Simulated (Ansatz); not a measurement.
Process, species as SMILES: ClF (F-Cl) → F atom + Cl atom
B3LYP-D3(BJ)/def2-TZVP geometries, fixed; electronic energies without zero-point terms.

Basis-set convergence of the bond dissociation energy at CCSD(T) with Ansatz (a first-principles code). Cartesian d functions, on some or all atoms, in 6-31G**, 6-311G**; all else is spherical. Cores are frozen. Open shells are unrestricted. No added dispersion term, no relativity. Functions are those of the species that has most. Reference: Hartree-Fock in aug-cc-pV(Q+d)Z plus the correlation part extrapolated as X^-3 from aug-cc-pV(T+d)Z and aug-cc-pV(Q+d)Z, 62.43 kcal/mol, itself unsure by roughly 0.56 kcal/mol (a third of the extrapolation step and of the last Hartree-Fock step). Deviations are taken from unrounded values.

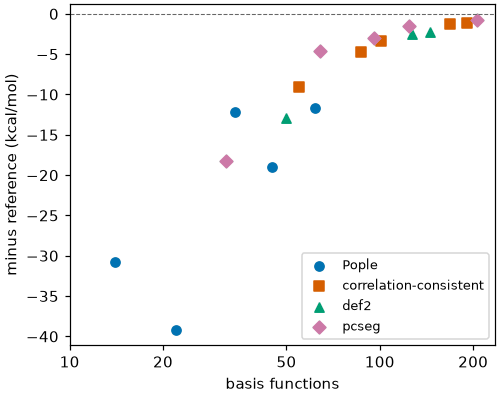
Deviation from the reference against the number of basis functions, by family of sets.

| basis | functions | bond dissociation energy (kcal/mol) | minus reference (kcal/mol) |
|---|---|---|---|
| STO-3G | 14 | 31.68 | -30.75 |
| 6-31G | 22 | 23.28 | -39.15 |
| pcseg-1 | 32 | 44.20 | -18.23 |
| 6-31G** | 34 | 50.26 | -12.18 |
| 6-311G** | 45 | 43.46 | -18.97 |
| def2-SVPD | 50 | 49.52 | -12.92 |
| aug-cc-pV(D+d)Z | 55 | 53.35 | -9.09 |
| 6-311++G(2d,2p) | 62 | 50.73 | -11.70 |
| pcseg-2 | 64 | 57.84 | -4.60 |
| jun-cc-pV(T+d)Z | 87 | 57.74 | -4.70 |
| aug-pcseg-2 | 96 | 59.50 | -2.93 |
| aug-cc-pV(T+d)Z | 101 | 59.08 | -3.36 |
| pcseg-3 | 124 | 60.97 | -1.46 |
| def2-QZVPP | 127 | 59.93 | -2.51 |
| def2-QZVPPD | 145 | 60.20 | -2.23 |
| aug-cc-pV(Q+d)Z | 169 | 61.20 | -1.23 |
| cc-pV(5+d)Z | 191 | 61.28 | -1.16 |
| pcseg-4 | 206 | 61.72 | -0.71 |
